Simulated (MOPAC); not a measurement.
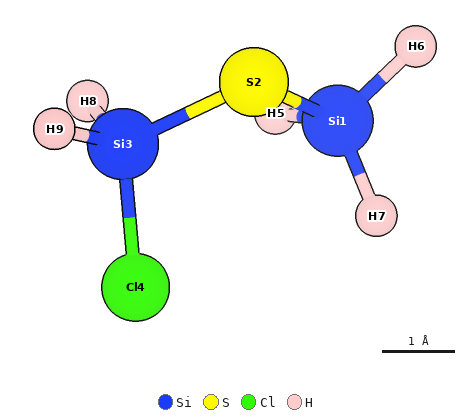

Fig. 1: The starting structure (ball-and-stick view, seen at a tilt; atoms are numbered from 1 in the order of the input).

# Geometry relaxation, with input and output: Si$_{2}$H$_{5}$SCl (part 1 of 2)

The run: geometry relaxation of Si$_{2}$H$_{5}$SCl, SMILES [SiH3]S[SiH2]Cl. Method and program: PM7, closed shell, dispersion built in (MOPAC 23.2.5).

The atoms were displaced at random from an optimised geometry.

**Input (run.mop)**
```
PM7 MULLIK PRECISE DISP GNORM=0.01 CYCLES=300 AUX(PRECISION=6) T=10M THREADS=1
PM7 optimise

Si    -0.684288     1.462831    -0.217128
S      0.893808     0.650248     0.998713
Si     0.716600    -1.377981     0.402524
Cl     0.934842    -1.613021    -1.622652
H     -1.793487     0.463686    -0.260750
H     -1.126911     2.708041     0.519153
H     -0.201381     1.775408    -1.545510
H     -0.618605    -1.927587     0.738715
H      1.800975    -2.124781     1.105043
```

Run on 1 thread of Arm Neoverse V1, 24 GiB of memory available, shared host.

Command:
```bash
mopac run.mop
```

**Output**
```
MOPAC v23.2.5
PM7 CALCULATION RESULTS

 *  PM7        - The PM7 Hamiltonian to be used
 *  PRECISE    - TIGHTER CRITERIA TO BE USED
 *  THREADS=1  - MULTI-THREADING NOT USED
 *  CYCLES=    - DO A MAXIMUM OF 300 STEPS
 *  GNORM      - EXIT WHEN GRADIENT NORM DROPS BELOW 0.010
 *  AUX        - OUTPUT AUXILIARY INFORMATION
 *  DISP       - PRINT DISPERSION AND HYDROGEN BOND ENERGIES
 *  MULLIK     - THE MULLIKEN ANALYSIS TO BE PERFORMED
PM7 MULLIK PRECISE DISP GNORM=0.01 CYCLES=300 AUX(PRECISION=6) T=10M THREADS=1
 PM7 optimise

   ATOM   CHEMICAL          X               Y               Z
  NUMBER   SYMBOL      (ANGSTROMS)     (ANGSTROMS)     (ANGSTROMS)

     1      Si         -0.68428800  *   1.46283100  *  -0.21712800  *
     2       S          0.89380800  *   0.65024800  *   0.99871300  *
     3      Si          0.71660000  *  -1.37798100  *   0.40252400  *
     4      Cl          0.93484200  *  -1.61302100  *  -1.62265200  *
     5       H         -1.79348700  *   0.46368600  *  -0.26075000  *
     6       H         -1.12691100  *   2.70804100  *   0.51915300  *
     7       H         -0.20138100  *   1.77540800  *  -1.54551000  *
     8       H         -0.61860500  *  -1.92758700  *   0.73871500  *
     9       H          1.80097500  *  -2.12478100  *   1.10504300  *

          CARTESIAN COORDINATES

    NO.       ATOM           X           Y           Z

     1        Si         -0.6843      1.4628     -0.2171
     2         S          0.8938      0.6502      0.9987
     3        Si          0.7166     -1.3780      0.4025
     4        Cl          0.9348     -1.6130     -1.6227
     5         H         -1.7935      0.4637     -0.2607
     6         H         -1.1269      2.7080      0.5192
     7         H         -0.2014      1.7754     -1.5455
     8         H         -0.6186     -1.9276      0.7387
     9         H          1.8010     -2.1248      1.1050

           Empirical Formula: H5 Si2 S Cl  =     9 atoms

      MOLECULAR POINT GROUP   :   C1

      RHF CALCULATION, NO. OF DOUBLY OCCUPIED LEVELS = 13

          Geometry optimization using EF

          DIAGONAL MATRIX USED AS START HESSIAN
```

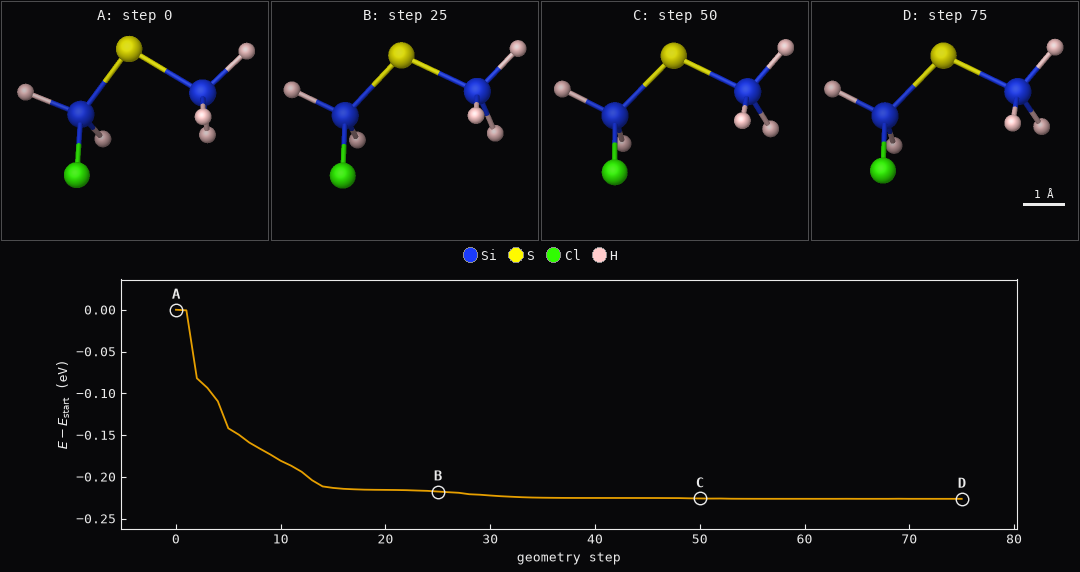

Fig. 2: Frames of the relaxation (ball-and-stick view, seen at a tilt) above the curves, on which the letters mark them (steps are counted from 0).

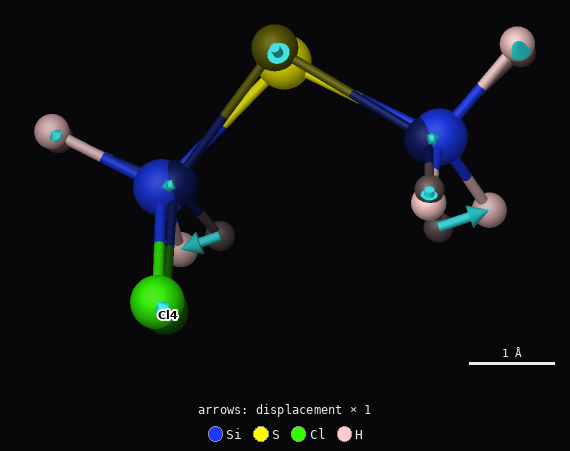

Fig. 3: Start (faint) and end (solid) with the displacements as teal arrows, at true length (ball-and-stick view, seen at a tilt). The two geometries are laid on each other by the best rigid fit. After 75 geometry steps the energy has fallen by 0.226 eV. Largest force component: 0.96 eV/Å at the start, 0.00021 eV/Å at the end. H5 moves most after the best rigid fit: 0.63 Å. By element the largest moves are H 0.63 Å, S 0.38 Å, Cl 0.17 Å, Si 0.15 Å. Among the contacts that change: Si1–H6 1.513 → 1.461 Å, Si1–H5 1.493 → 1.460 Å, Si3–H8 1.483 → 1.465 Å, Si3–Cl4 2.050 → 2.034 Å. Among the angles that change: Si1–S2–Si3 98.1° → 110.4°, S2–Si1–H5 108.0° → 113.1°, H5–Si1–H7 111.4° → 107.5°. (Atoms are counted from 1 in the order of the input.)

```
 CYCLE:     1 TIME:   0.016 TIME LEFT: 10.00M  GRAD.:    46.721 HEAT: -47.53734
 CYCLE:     2 TIME:   0.008 TIME LEFT: 10.00M  GRAD.:    62.970 HEAT: -47.55332
 CYCLE:     3 TIME:   0.008 TIME LEFT: 10.00M  GRAD.:    18.123 HEAT: -49.42890
 CYCLE:     4 TIME:   0.000 TIME LEFT: 10.00M  GRAD.:    19.147 HEAT: -49.69326
 CYCLE:     5 TIME:   0.008 TIME LEFT: 10.00M  GRAD.:    13.001 HEAT: -50.06462
 CYCLE:     6 TIME:   0.008 TIME LEFT: 10.00M  GRAD.:    20.225 HEAT: -50.81051
 CYCLE:     7 TIME:   0.023 TIME LEFT: 10.00M  GRAD.:    16.704 HEAT: -50.98586
 CYCLE:     8 TIME:   0.008 TIME LEFT: 10.00M  GRAD.:     8.893 HEAT: -51.20386
 CYCLE:     9 TIME:   0.008 TIME LEFT: 10.00M  GRAD.:     7.512 HEAT: -51.37079
 CYCLE:    10 TIME:   0.000 TIME LEFT: 10.00M  GRAD.:     8.635 HEAT: -51.53186
 CYCLE:    11 TIME:   0.008 TIME LEFT: 10.00M  GRAD.:     7.832 HEAT: -51.70702
 CYCLE:    12 TIME:   0.008 TIME LEFT: 10.00M  GRAD.:     7.496 HEAT: -51.84398
 CYCLE:    13 TIME:   0.008 TIME LEFT: 10.00M  GRAD.:     7.950 HEAT: -52.01128
 CYCLE:    14 TIME:   0.008 TIME LEFT: 10.00M  GRAD.:     7.855 HEAT: -52.24545
 CYCLE:    15 TIME:   0.008 TIME LEFT: 10.00M  GRAD.:     5.506 HEAT: -52.41519
 CYCLE:    16 TIME:   0.000 TIME LEFT: 10.00M  GRAD.:     3.483 HEAT: -52.45664
 CYCLE:    17 TIME:   0.008 TIME LEFT: 10.00M  GRAD.:     2.481 HEAT: -52.48189
 CYCLE:    18 TIME:   0.008 TIME LEFT: 10.00M  GRAD.:     2.222 HEAT: -52.49500
 CYCLE:    19 TIME:   0.008 TIME LEFT: 10.00M  GRAD.:     1.496 HEAT: -52.50484
 CYCLE:    20 TIME:   0.008 TIME LEFT: 10.00M  GRAD.:     1.076 HEAT: -52.50890
 CYCLE:    21 TIME:   0.008 TIME LEFT: 10.00M  GRAD.:     1.064 HEAT: -52.51130
 CYCLE:    22 TIME:   0.008 TIME LEFT: 10.00M  GRAD.:     1.306 HEAT: -52.51413
 CYCLE:    23 TIME:   0.008 TIME LEFT: 10.00M  GRAD.:     1.740 HEAT: -52.51910
 CYCLE:    24 TIME:   0.000 TIME LEFT: 10.00M  GRAD.:     2.326 HEAT: -52.52924
 CYCLE:    25 TIME:   0.008 TIME LEFT: 10.00M  GRAD.:     2.194 HEAT: -52.53806
 CYCLE:    26 TIME:   0.008 TIME LEFT: 10.00M  GRAD.:     4.991 HEAT: -52.55665
 CYCLE:    27 TIME:   0.008 TIME LEFT: 10.00M  GRAD.:     2.946 HEAT: -52.57498
 CYCLE:    28 TIME:   0.008 TIME LEFT: 10.00M  GRAD.:     2.359 HEAT: -52.59117
 CYCLE:    29 TIME:   0.008 TIME LEFT: 10.00M  GRAD.:     3.292 HEAT: -52.63101
 CYCLE:    30 TIME:   0.008 TIME LEFT: 10.00M  GRAD.:     2.715 HEAT: -52.64436
 CYCLE:    31 TIME:   0.008 TIME LEFT: 10.00M  GRAD.:     4.795 HEAT: -52.66625
 CYCLE:    32 TIME:   0.008 TIME LEFT: 10.00M  GRAD.:     3.361 HEAT: -52.68574
 CYCLE:    33 TIME:   0.008 TIME LEFT: 10.00M  GRAD.:     1.817 HEAT: -52.70009
 CYCLE:    34 TIME:   0.008 TIME LEFT: 10.00M  GRAD.:     1.679 HEAT: -52.71321
 CYCLE:    35 TIME:   0.008 TIME LEFT: 10.00M  GRAD.:     1.684 HEAT: -52.72204
 CYCLE:    36 TIME:   0.008 TIME LEFT: 10.00M  GRAD.:     1.176 HEAT: -52.72711
 CYCLE:    37 TIME:   0.008 TIME LEFT: 10.00M  GRAD.:     0.946 HEAT: -52.73044
 CYCLE:    38 TIME:   0.000 TIME LEFT: 10.00M  GRAD.:     0.711 HEAT: -52.73261
 CYCLE:    39 TIME:   0.008 TIME LEFT: 10.00M  GRAD.:     0.428 HEAT: -52.73361
 CYCLE:    40 TIME:   0.008 TIME LEFT: 10.00M  GRAD.:     0.279 HEAT: -52.73392
 CYCLE:    41 TIME:   0.008 TIME LEFT:  9.99M  GRAD.:     0.235 HEAT: -52.73410
 CYCLE:    42 TIME:   0.008 TIME LEFT:  9.99M  GRAD.:     0.236 HEAT: -52.73425
 CYCLE:    43 TIME:   0.008 TIME LEFT:  9.99M  GRAD.:     0.243 HEAT: -52.73438
 CYCLE:    44 TIME:   0.008 TIME LEFT:  9.99M  GRAD.:     0.273 HEAT: -52.73454
 CYCLE:    45 TIME:   0.008 TIME LEFT:  9.99M  GRAD.:     0.332 HEAT: -52.73475
 CYCLE:    46 TIME:   0.008 TIME LEFT:  9.99M  GRAD.:     0.448 HEAT: -52.73509
 CYCLE:    47 TIME:   0.000 TIME LEFT:  9.99M  GRAD.:     0.432 HEAT: -52.73542
 CYCLE:    48 TIME:   0.008 TIME LEFT:  9.99M  GRAD.:     0.726 HEAT: -52.73675
 CYCLE:    49 TIME:   0.008 TIME LEFT:  9.99M  GRAD.:     0.678 HEAT: -52.73760
 CYCLE:    50 TIME:   0.008 TIME LEFT:  9.99M  GRAD.:     1.894 HEAT: -52.74383
 CYCLE:    51 TIME:   0.008 TIME LEFT:  9.99M  GRAD.:     1.239 HEAT: -52.74775
 CYCLE:    52 TIME:   0.008 TIME LEFT:  9.99M  GRAD.:     0.778 HEAT: -52.75103
 CYCLE:    53 TIME:   0.008 TIME LEFT:  9.99M  GRAD.:     2.685 HEAT: -52.74961
 CYCLE:    54 TIME:   0.008 TIME LEFT:  9.99M  GRAD.:     0.621 HEAT: -52.75531
 CYCLE:    55 TIME:   0.008 TIME LEFT:  9.99M  GRAD.:     0.449 HEAT: -52.75654
 CYCLE:    56 TIME:   0.008 TIME LEFT:  9.99M  GRAD.:     0.686 HEAT: -52.75727
 CYCLE:    57 TIME:   0.008 TIME LEFT:  9.99M  GRAD.:     0.225 HEAT: -52.75767
 CYCLE:    58 TIME:   0.008 TIME LEFT:  9.99M  GRAD.:     0.173 HEAT: -52.75772
 CYCLE:    59 TIME:   0.008 TIME LEFT:  9.99M  GRAD.:     0.192 HEAT: -52.75783
 CYCLE:    60 TIME:   0.008 TIME LEFT:  9.99M  GRAD.:     0.161 HEAT: -52.75790
 CYCLE:    61 TIME:   0.000 TIME LEFT:  9.99M  GRAD.:     0.380 HEAT: -52.75784
 CYCLE:    62 TIME:   0.016 TIME LEFT:  9.99M  GRAD.:     0.094 HEAT: -52.75805
 CYCLE:    63 TIME:   0.000 TIME LEFT:  9.99M  GRAD.:     0.127 HEAT: -52.75787
 CYCLE:    64 TIME:   0.008 TIME LEFT:  9.99M  GRAD.:     0.020 HEAT: -52.75804
 CYCLE:    65 TIME:   0.008 TIME LEFT:  9.99M  GRAD.:     0.649 HEAT: -52.75700
 CYCLE:    66 TIME:   0.008 TIME LEFT:  9.99M  GRAD.:     0.027 HEAT: -52.75806
 CYCLE:    67 TIME:   0.008 TIME LEFT:  9.99M  GRAD.:     0.036 HEAT: -52.75806
 CYCLE:    68 TIME:   0.008 TIME LEFT:  9.99M  GRAD.:     0.031 HEAT: -52.75806
 CYCLE:    69 TIME:   0.008 TIME LEFT:  9.99M  GRAD.:     0.233 HEAT: -52.75798
 CYCLE:    70 TIME:   0.016 TIME LEFT:  9.99M  GRAD.:     0.828 HEAT: -52.75562
 CYCLE:    71 TIME:   0.008 TIME LEFT:  9.99M  GRAD.:     0.264 HEAT: -52.75790
 CYCLE:    72 TIME:   0.008 TIME LEFT:  9.99M  GRAD.:     0.353 HEAT: -52.75786
 CYCLE:    73 TIME:   0.008 TIME LEFT:  9.99M  GRAD.:     0.018 HEAT: -52.75805
 CYCLE:    74 TIME:   0.008 TIME LEFT:  9.99M  GRAD.:     0.021 HEAT: -52.75806
 CYCLE:    75 TIME:   0.000 TIME LEFT:  9.99M  GRAD.:     0.014 HEAT: -52.75805
 CYCLE:    76 TIME:   0.008 TIME LEFT:  9.99M  GRAD.:     0.009 HEAT: -52.75806

     GRADIENT =  0.00857 IS LESS THAN CUTOFF =  0.01000

 -------------------------------------------------------------------------------
 PM7 MULLIK PRECISE DISP GNORM=0.01 CYCLES=300 AUX(PRECISION=6) T=10M THREADS=1
 PM7 optimise

     GEOMETRY OPTIMISED USING EIGENVECTOR FOLLOWING (EF).
     SCF FIELD WAS ACHIEVED

                              PM7 CALCULATION

          FINAL HEAT OF FORMATION =        -52.75806 KCAL/MOL =    -220.73973 KJ/MOL

          TOTAL ENERGY            =     -16507.67295 KCAL/MOL = ELECTRONIC ENERGY + CORE-CORE REPULSION
          ENERGY OF ATOMS         =      16455.20435 KCAL/MOL
                              SUM =        -52.46860 KCAL/MOL
          DISPERSION ENERGY       =         -0.28946 KCAL/MOL
                              SUM =        -52.75806 KCAL/MOL = FINAL HEAT OF FORMATION

          TOTAL ENERGY            =       -715.84045 EV
          ELECTRONIC ENERGY       =      -1999.99497 EV
          CORE-CORE REPULSION     =       1284.15452 EV
          COSMO AREA              =        153.48 SQUARE ANGSTROMS
          COSMO VOLUME            =        155.41 CUBIC ANGSTROMS

          GRADIENT NORM           =          0.00857          =       0.00286 PER ATOM
          IONIZATION POTENTIAL    =          9.883127 EV
          HOMO LUMO ENERGIES (EV) =         -9.883 -1.402
          NO. OF FILLED LEVELS    =         13
          MOLECULAR WEIGHT        =        128.7235         POINT GROUP:  C1

          MOLECULAR DIMENSIONS (Angstroms)

            Atom       Atom       Distance
            H     9    H     6     5.78145
           Cl     4    S     2     2.98050
            H     8    H     7     2.25839

          SCF CALCULATIONS        =         80

          WALL-CLOCK TIME         =      0.570 SECONDS
          COMPUTATION TIME        =      0.567 SECONDS

   ATOM   CHEMICAL          X               Y               Z
  NUMBER   SYMBOL      (ANGSTROMS)     (ANGSTROMS)     (ANGSTROMS)

     1      Si         -0.71909177  *   1.60058849  *  -0.20994650  *
     2       S          0.69547967  *   0.54979955  *   1.00591874  *
     3      Si          0.82267108  *  -1.47475767  *   0.40729851  *
     4      Cl          0.98449627  *  -1.62764798  *  -1.61465323  *
     5       H         -2.07786188  *   1.07898732  *  -0.09034501  *
     6       H         -0.71711332  *   2.98439849  *   0.25778867  *
     7       H         -0.37133877  *   1.59902610  *  -1.62919738  *
     8       H         -0.33172252  *  -2.27682905  *   0.82015807  *
     9       H          2.00648758  *  -2.05387209  *   1.04705426  *

                             CARTESIAN COORDINATES

   1   Si       -0.719091766     1.600588487    -0.209946501
   2    S        0.695479673     0.549799554     1.005918744
   3   Si        0.822671081    -1.474757670     0.407298509
   4   Cl        0.984496274    -1.627647977    -1.614653227
   5    H       -2.077861882     1.078987320    -0.090345013
   6    H       -0.717113324     2.984398495     0.257788670
   7    H       -0.371338768     1.599026100    -1.629197385
   8    H       -0.331722523    -2.276829053     0.820158066
   9    H        2.006487581    -2.053872085     1.047054264

           Empirical Formula: H5 Si2 S Cl  =     9 atoms

      MOLECULAR POINT GROUP   :   C1
```
